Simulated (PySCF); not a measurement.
Ga(OH)3(NH3), H6GaNO3, singlet at its PBE0/def2-SVP optimised geometry (Å):

```
11

Ga    -0.3205    -0.1291     0.0000
O     -1.1588     1.4731     0.0000
H     -1.8551     1.5265    -0.6610
O     -1.1623    -1.5265    -0.7811
H     -0.5958    -1.9980    -1.3989
O      1.4880    -0.1291     0.0000
H      1.8551     0.7094    -0.2945
N     -0.6391    -0.6549     1.9869
H      0.2572    -0.7687     2.4600
H     -1.1554    -1.5336     2.0278
H     -1.1768     0.0744     2.4550
```

Level of theory: PBE0/def2-TZVP in PySCF.

Map of the electrostatic potential (hartree/e), clipped to [-0.08, 0.12] on the plane z = 1.5 Å:

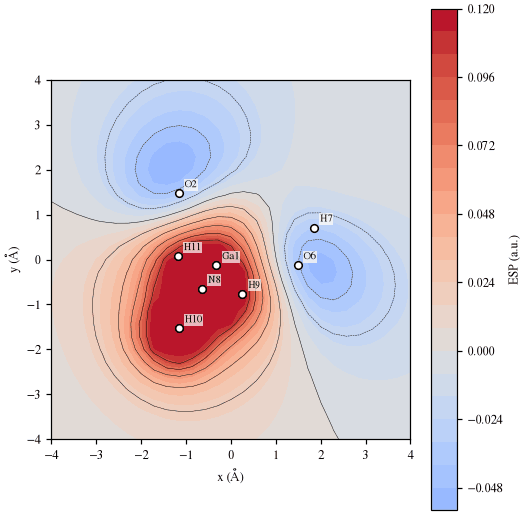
Fig. 1. Electrostatic potential (hartree/e), clipped to [-0.08, 0.12] on the plane z = 1.5 Å.
